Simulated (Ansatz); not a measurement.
A computed series for ZrO2: pressure series

The reference is ZrO2 in the fluorite structure (space group Fm-3m, No. 225; a = 5.089 Å).

Cell and atoms are relaxed at each pressure.

Calculations: r2SCAN, PAW, 500 eV (Ansatz, an electronic-structure program; no spin-orbit coupling).

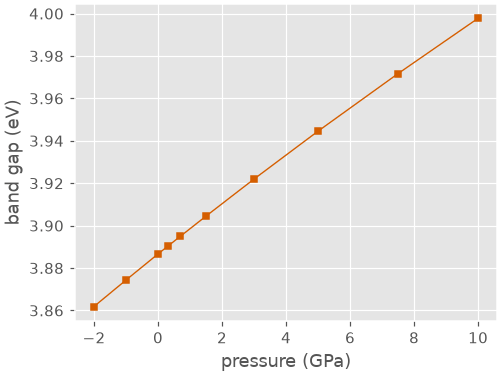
Band gap against pressure

From the plot, what is the band gap for pressure 0.3 GPa?

About 3.89 eV.

Is the trend monotonic over the range shown?

Yes, it rises throughout, spanning 3.86 eV to 4.00 eV.

Load acts through the strain it causes; cell and atoms are relaxed under it. No phonon test of stability was made. Competing high-pressure phases were not computed. This is not the structure that ZrO2 has at room temperature and ambient pressure.
